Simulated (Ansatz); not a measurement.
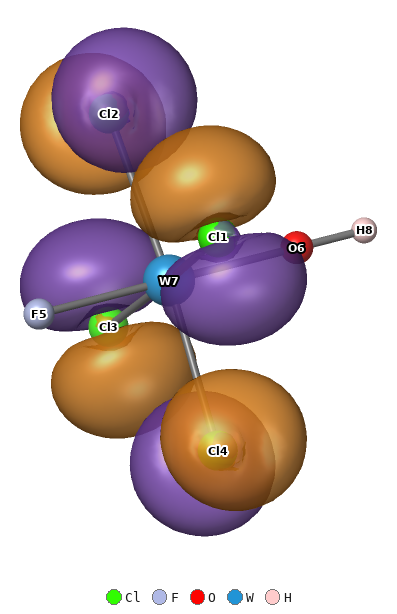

*Cl$_{4}$FHOW. The HOMO at ±0.1 Å⁻³ᐟ² (orange and purple are the two phases), seen at a tilt.*

Geometry: PBE0-D4/def2-SVP; core potentials replace the inner electrons of W.

Level of theory: Ansatz 0.2.0, isolated molecule in a Gaussian basis; Kohn-Sham density functional theory, functional PBE0.

```xyz
8

Cl    2.0978    0.6469   -0.2528
Cl    0.8500   -2.2609   -1.0507
Cl   -2.1639   -1.0956   -0.5849
Cl   -0.9162    1.8123    0.2130
F    -0.1044    0.2725   -2.1180
O     0.0433   -0.7583    1.4086
W    -0.0297   -0.2478   -0.3385
H     0.0815   -1.0269    2.3300
```

**What is the character of this orbital?**

Its weight (Hirshfeld) is mainly on Cl1 (about 25 %), Cl2 (about 25 %), Cl3 (about 25 %) and Cl4 (about 25 %); largely a combination of lone pairs on Cl1, Cl2, Cl3 and Cl4. Its energy is −8.95 eV.
